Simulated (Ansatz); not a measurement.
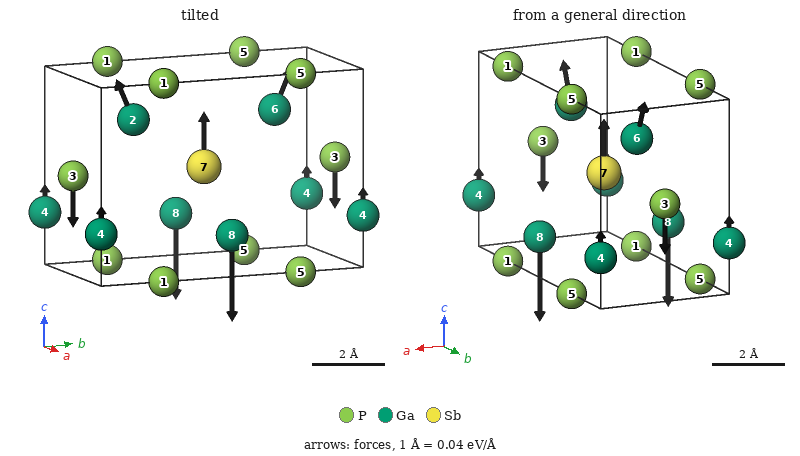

A spheres-only rendering, viewed slightly off an axis and from a general direction. The simulation cell is drawn as a box. The arrows are the computed forces on the atoms.

System: Ga4SbP3. The numbers come from Ansatz 0.2.0, DFT, PBE with spin-orbit coupling, plane waves, PAW, using a kinetic-energy cutoff of 420 eV, k-points on a 6×4×4 grid, Fermi-Dirac smearing of 0.02 eV, no moments seeded, so the run stays non-magnetic, spinor wavefunctions.

Judging by the arrows, is the geometry relaxed?

Answer. No. The atoms still feel forces of up to about 0.081 eV/Å, above a usual threshold of 0.01 to 0.03 eV/Å.

Name the atom under the greatest force.

Answer. Ga8, about 0.081 eV/Å.

Provenance: a structure type filled with these elements by a generator (whether the compound takes this form wasn't checked). Earlier steps of the study, as a rule a relaxation of our own, may have changed the cell and positions, so they can lie some per cent off the listed ones. It was run through Ansatz as a DFT input.
